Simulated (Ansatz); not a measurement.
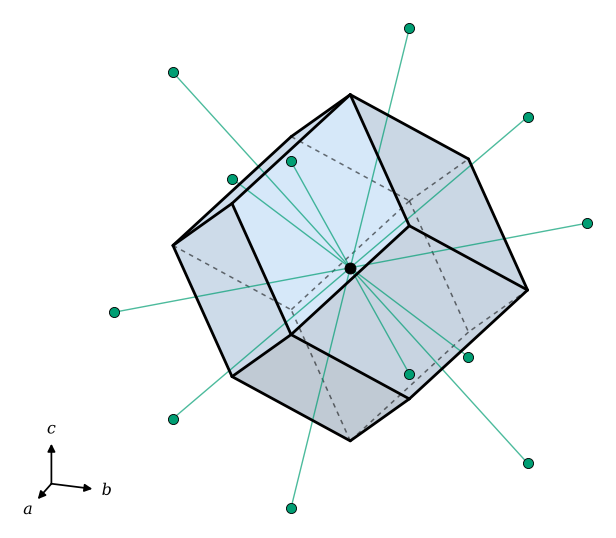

For Rh, the input geometry of an electronic-structure calculation (not necessarily at equilibrium): the Wigner–Seitz cell of the crystal's lattice, with lines to the lattice points that define its faces. Symmetry computed with spglib at a tolerance of 0.002 Å; standard conventional cell.

a = 3.800 Å, b = 3.800 Å, c = 3.800 Å, α = 90.00°, β = 90.00°, γ = 90.00°; space group No. 225, Fm-3m.

What is the cell's combinatorial type?

A rhombic dodecahedron: 12 faces (12 with 4 edges), 24 edges, 14 vertices. Its volume is that of the primitive cell, 13.7 Å³.

Which lattice vectors do the faces bisect?

```csv
example,length (Å),faces,edges of each,area (Å²)
1/2 a + 1/2 b,2.69,12,4,2.6
```
